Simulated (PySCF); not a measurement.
SMILES C=CCF (C₃H₅F) at its PBE/def2-SVP optimised geometry (Å):

```
9

C      0.8262    -1.0094     0.8421
C      0.0645    -0.2919     0.0000
C     -1.4332    -0.2919     0.0000
F     -1.9251     1.0094     0.0000
H      1.9251    -1.0043     0.7750
H      0.3773    -1.6397     1.6286
H      0.5333     0.3396    -0.7762
H     -1.8192    -0.7992    -0.9164
H     -1.8334    -0.8338     0.8867
```

Calculation: PBE/def2-TZVP (PySCF). Cells within 0.4 Å of a nucleus heavier than hydrogen are left out (blank, or x).

Map of the Laplacian of the electron density (e/bohr⁵) on the plane z = 0.0 Å:

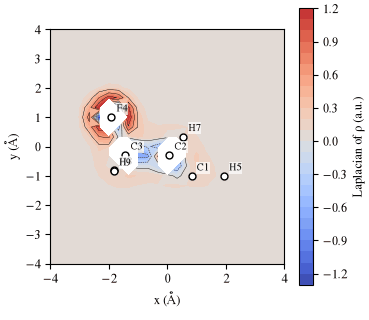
*Laplacian of the electron density (e/bohr⁵) on the plane z = 0.0 Å.*
